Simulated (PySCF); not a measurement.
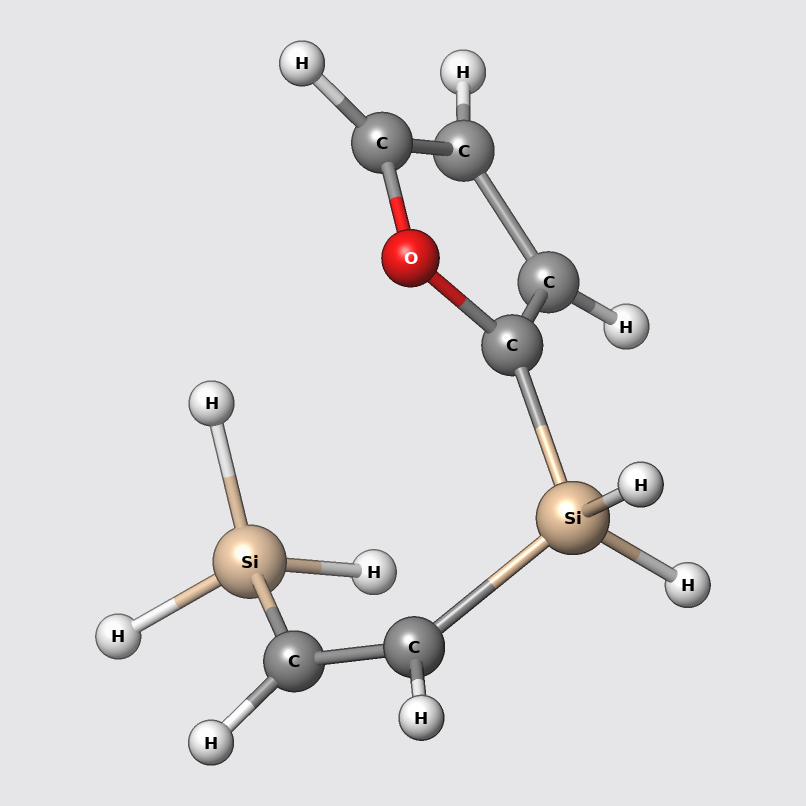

The picture shows a molecular structure as a ball-and-stick model.

Identify the structure.

Formula C₆H₁₀OSi₂. As SMILES it reads `[SiH3]/C=C\[SiH2]c1ccco1`. Independent rings (smallest set): 1 of 5 members, 1 of them aromatic. Among its groups: alkene, Si–H bond. This geometry has C1 symmetry. Coordination: 2 Si tetrahedral; 6 C trigonal planar; 1 O bent.

The parts below concern this one geometry. Atoms keep their numbers from picture to picture. Computed geometry: PBE0-D3(BJ)/def2-SVP optimisation. No frequency run is at hand to confirm it as a minimum.

## Ring current

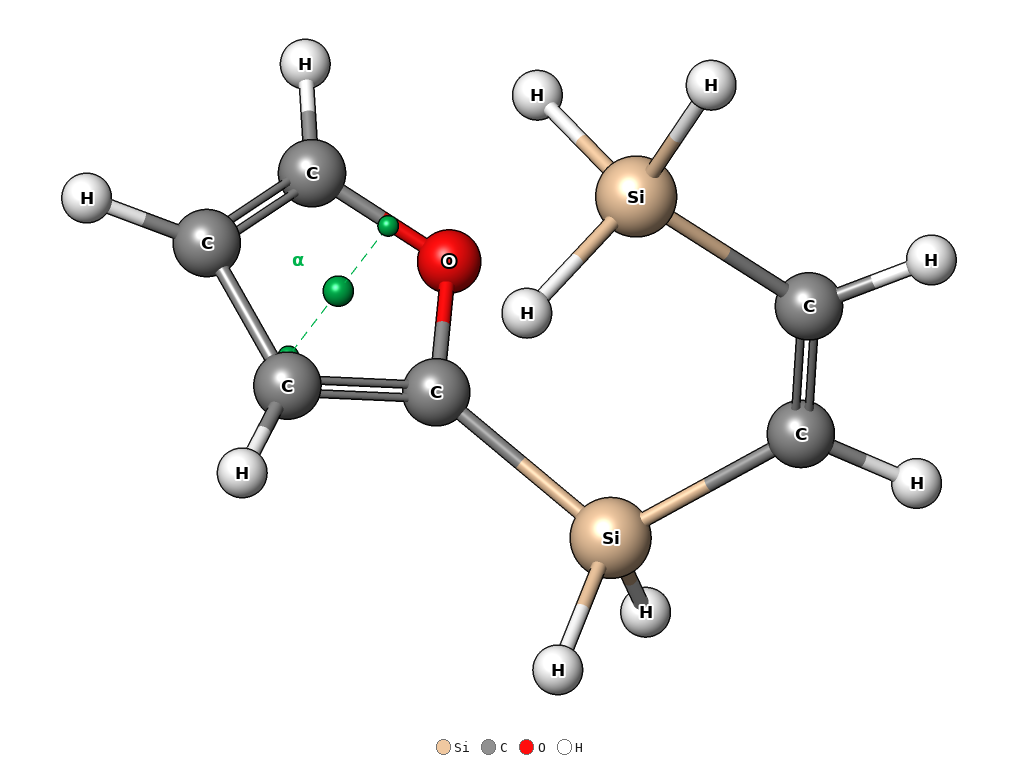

The small points mark where nucleus-independent chemical shifts (NICS) were computed: at the centre of each lettered ring and 1 Å above and below it. No frequency run is at hand to confirm it as a minimum. Properties computed with GIAO B3LYP/pcSseg-1 NMR shielding, non-relativistic, gas phase (PySCF 2.14.0).

Give NICS(0), NICS(1) and the out-of-plane component NICS(1)zz for each ring (means of the two sides).

```json
{"ring": "α", "members": "C4O", "NICS(0)": "−12.1", "NICS(1)": "−10.9", "NICS(1)zz": "−29.0"}
```

Values in ppm.

What do the values say about the ring currents?

Ring α: diatropic, as in an aromatic ring. NICS is one index among several.

## Excitation

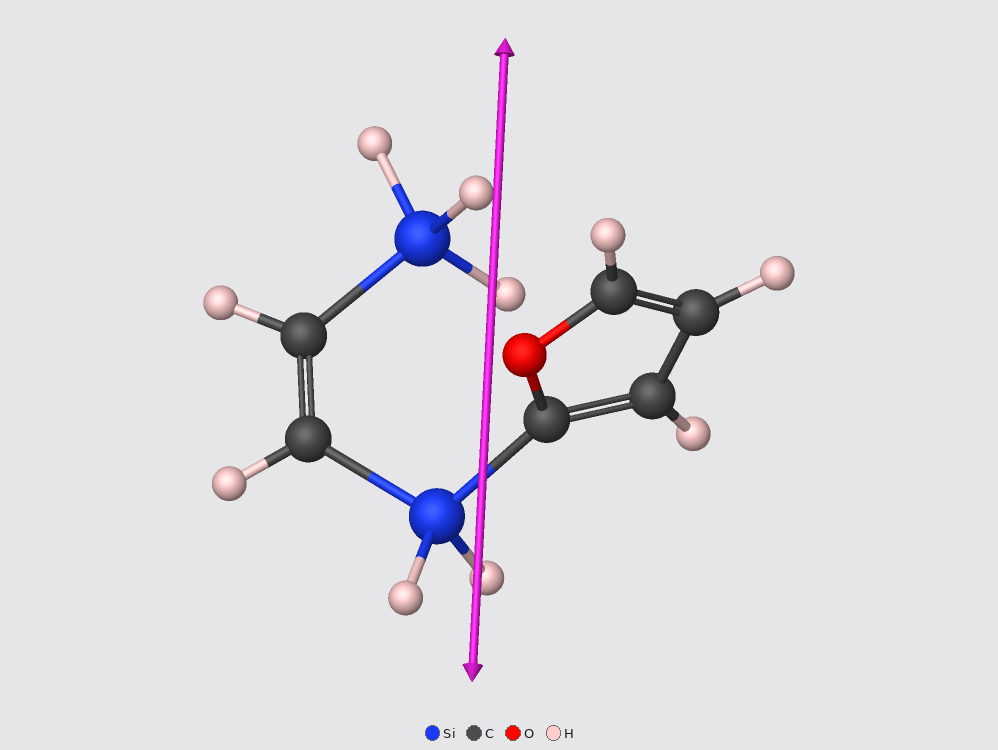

The double arrow shows the direction of the transition dipole to excited singlet state 4 (its length means nothing). No frequency run is at hand to confirm it as a minimum. Level of theory: TDDFT ωB97X-D/def2-SVPD, vertical, gas phase, core orbitals frozen in the response (PySCF 2.14.0).

Where does the transition lie, and how strong is it?

6.44 eV (192 nm), oscillator strength 0.28, mainly HOMO−1 → LUMO (weight 0.78); transition dipole 3.36 D.

## Core levels

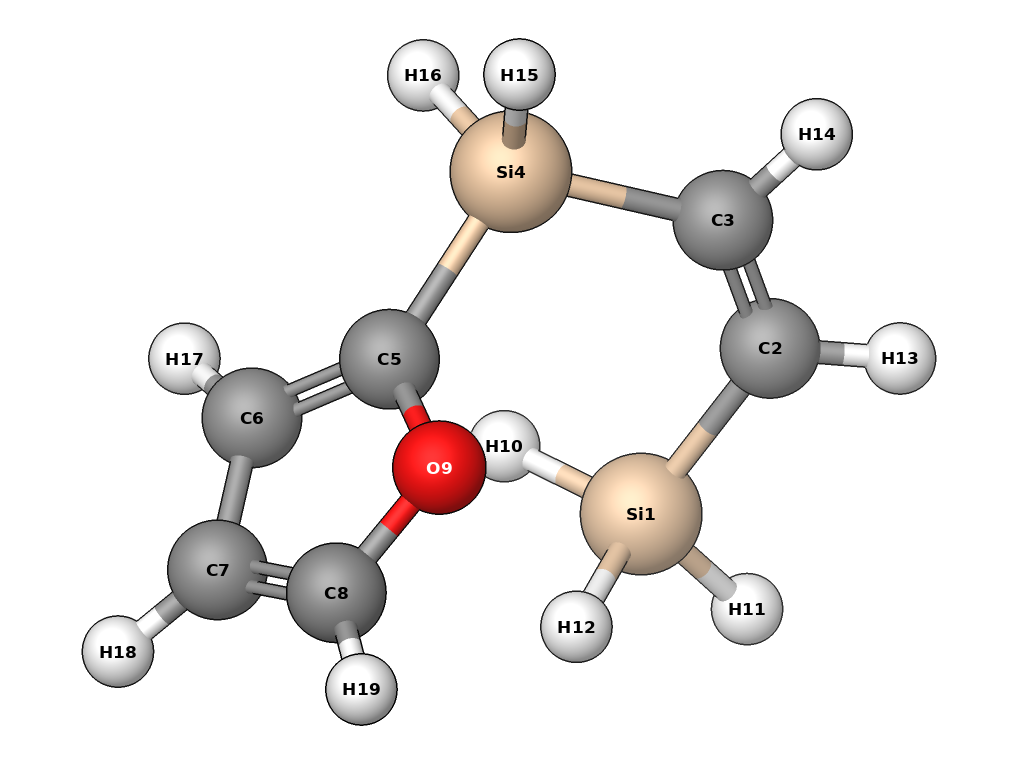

No frequency run is at hand to confirm it as a minimum. Properties computed with delta-SCF UKS SCAN, pcX-2 on the ionised atom, pcseg-1 elsewhere, spin-free X2C (PySCF 2.14.0).

Give the core-electron binding energies (to vacuum; p and d levels without spin–orbit splitting) of Si1 1s, Si1 2p, C2 1s, C3 1s, Si4 1s, Si4 2p, C5 1s, C6 1s, C7 1s, C8 1s, O9 1s.

| atom | level | binding energy (eV) |
| --- | --- | --- |
| Si1 | 1s | 1846.2 |
| Si1 | 2p | 106.6 |
| C2 | 1s | 290.0 |
| C3 | 1s | 289.9 |
| Si4 | 1s | 1846.3 |
| Si4 | 2p | 106.7 |
| C5 | 1s | 291.0 |
| C6 | 1s | 290.3 |
| C7 | 1s | 290.4 |
| C8 | 1s | 291.5 |
| O9 | 1s | 539.7 |
